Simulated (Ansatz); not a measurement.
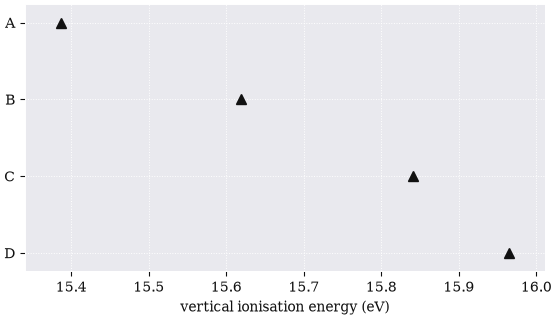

Vertical ionisation energy of N₂, taken as the energy of the cation less that of the neutral at fixed geometry (unrestricted doublet cation, cores frozen in correlated methods, no spin-orbit coupling), the Ansatz code 0.2.0, at a PBE0-D4/def2-TZVP geometry (a minimum by its frequencies).

> The letters stand for B2PLYP/def2-TZVPP, B3LYP-D4/def2-TZVPP, PBE-D4/def2-TZVPP and ωB97M-V/def2-TZVPP. Which is which?

A: PBE-D4/def2-TZVPP (15.39 eV); B: B2PLYP/def2-TZVPP (15.62 eV); C: B3LYP-D4/def2-TZVPP (15.84 eV); D: ωB97M-V/def2-TZVPP (15.96 eV).
